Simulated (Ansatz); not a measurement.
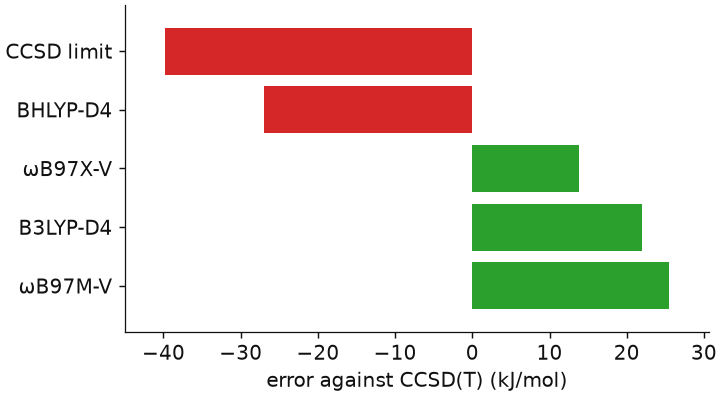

Error in the electronic atomisation energy (method less reference, so positive means overbinding) of B₂SiH₄, SMILES B1B[SiH2]1: functionals in def2-TZVPP against frozen-core CCSD(T) at the limit (MP2 extrapolated from triple and quadruple zeta, plus CCSD(T) less MP2 in a smaller set), which gives 2152.6 kJ/mol, at a PBE0-D4/def2-TZVP geometry (a minimum by its frequencies), no zero-point or spin-orbit term, the Ansatz code 0.2.0. The reference leaves out core correlation, a term that grows with the number of heavy atoms. Limit means the basis limit.

**Which of these levels overbind, and which underbind?**

Overbind: B3LYP-D4 and ωB97M-V. Underbind: CCSD limit and BHLYP-D4. Within 15 kJ/mol of zero, too close to call in view of what the reference leaves out: ωB97X-V.

**Give the values.**

```csv
level,kJ/mol
CCSD limit,−39.8
BHLYP-D4,−27.0
ωB97X-V,13.8
B3LYP-D4,22.0
ωB97M-V,25.4
```
